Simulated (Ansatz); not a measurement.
```xyz
26

C     2.9962    1.0943   -0.8838
O     1.8081    1.0268   -0.1712
Zr    0.3209    0.1936    0.7199
F     0.3691    0.5922    2.6194
N    -1.2804    1.2420    0.0184
C    -2.5608    1.0812    0.6579
C    -1.3677    1.9632   -1.2234
C    -0.6861   -2.0965    1.0926
C    -0.7222   -1.8675   -0.3006
C     0.6079   -1.8436   -0.7683
C     1.4643   -2.0774    0.3326
C     0.6659   -2.2323    1.4794
H     3.2571    0.1195   -1.3155
H     2.9091    1.8171   -1.7028
H     3.8189    1.4136   -0.2348
H    -3.2747    0.5237    0.0300
H    -2.4633    0.5438    1.6075
H    -3.0172    2.0541    0.8904
H    -2.0110    1.4500   -1.9563
H    -1.7887    2.9680   -1.0721
H    -0.3778    2.0834   -1.6693
H    -1.5416   -2.1591    1.7501
H    -1.6097   -1.7227   -0.8986
H     0.9188   -1.6736   -1.7894
H     2.5440   -2.1071    0.3003
H     1.0208   -2.3867    2.4877
```

Geometry: PBE0-D4/def2-TZVP; core potentials replace the inner electrons of Zr.

Computed with RKS PBE0-D4/def2-TZVPP (Ansatz).

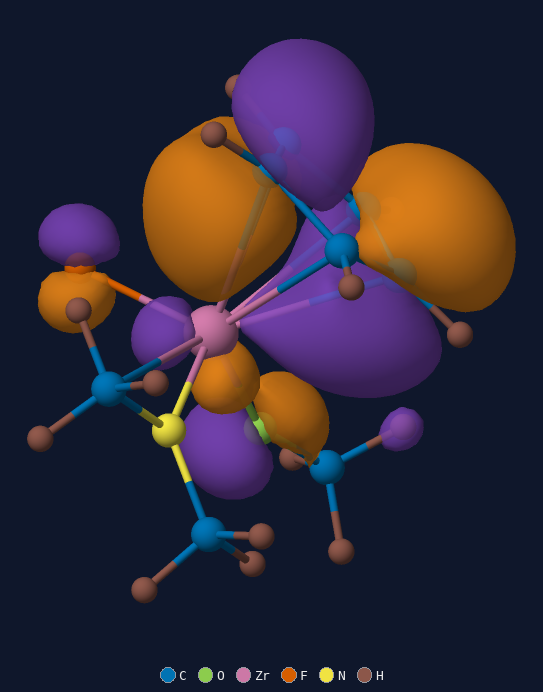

C8H14FNOZr. The HOMO−1 at ±0.08 Å⁻³ᐟ² (orange and purple are the two phases), seen at an oblique angle.

**Describe this orbital and give its energy.**

By Hirshfeld shares it lies mainly on C10 (about 25 %), C8 (about 20 %), C12 (about 15 %), Zr3 (about 10 %) and C11 (about 10 %). Its energy is −7.18 eV.
